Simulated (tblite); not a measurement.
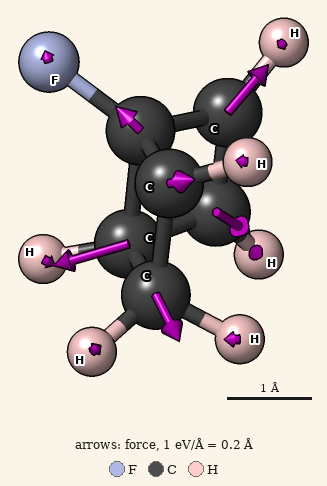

Starting geometry of C6H6F (multiplicity 2) with the computed forces as purple arrows. A ball-and-stick model, seen from a free direction.

Computed with tblite 0.8.0, GFN2-xTB geometry optimisation, gas phase. 

### What follows when this structure is relaxed?

It isn't relaxed: the largest force vector, on a C atom, is 4.94 eV/Å. The final displacements have little in common with the starting forces (cosine between the two patterns 0.28). The largest move after the best rigid fit is that of an H atom, 0.51 Å. By element the largest moves are H 0.51 Å, F 0.29 Å, C 0.15 Å. Among the contacts that change: C–C 1.465 → 1.552 Å, C–C 1.434 → 1.505 Å, C–C 1.492 → 1.560 Å, C–C 1.454 → 1.520 Å. Bond angles that change, for instance: C–C–H 119.7° → 133.5°, C–C–H 120.8° → 132.3°, C–C–H 112.7° → 123.7°. Over 48 geometry steps the energy falls by 0.814 eV. Cost: 0.22 s on 1 thread of Arm Neoverse V1, on a shared host.
